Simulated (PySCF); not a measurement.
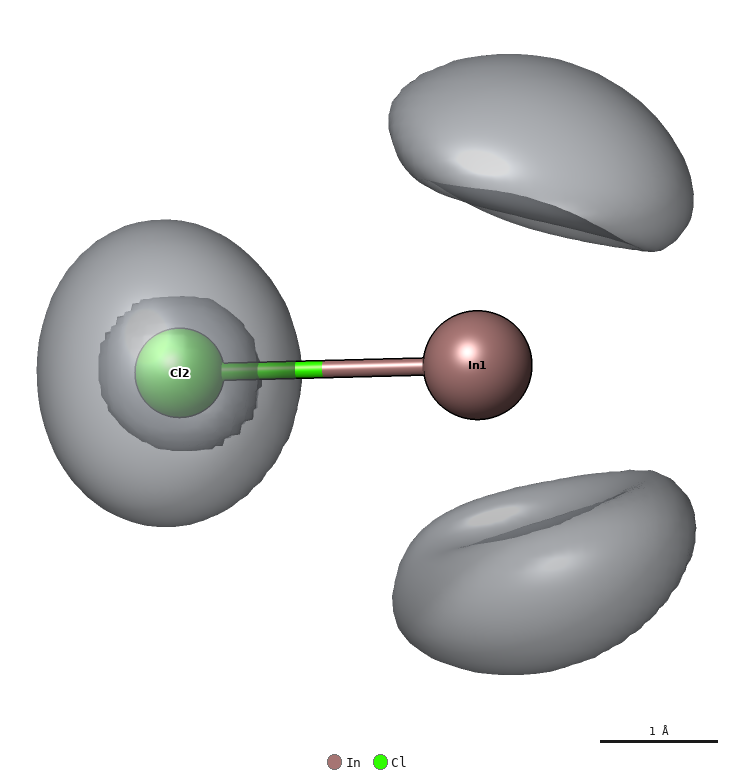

InCl (charge −1, doublet). Isosurface of the ELF at 0.75 (grey), seen from one side. Core shells and regions of very low density are left out.

Core potentials replace the inner electrons of In.

Method: PBE0/def2-TZVPPD, non-relativistic Hamiltonian with scalar-relativistic core potentials where named, at a bond length of 2.599 Å (PySCF 2.14.0).

Question: Describe the localisation domains.

Answer: The surface consists of two lobes on In, pointing away from the bonds (non-bonding electrons) and one region wrapped around Cl (its valence shell). Along the contacts the grid gives the following. In–Cl (2.60 Å): the ELF peaks at about 0.85 in the valence shell of Cl, 0.8 Å from its nucleus, and drops to about 0.15 between the two atoms.
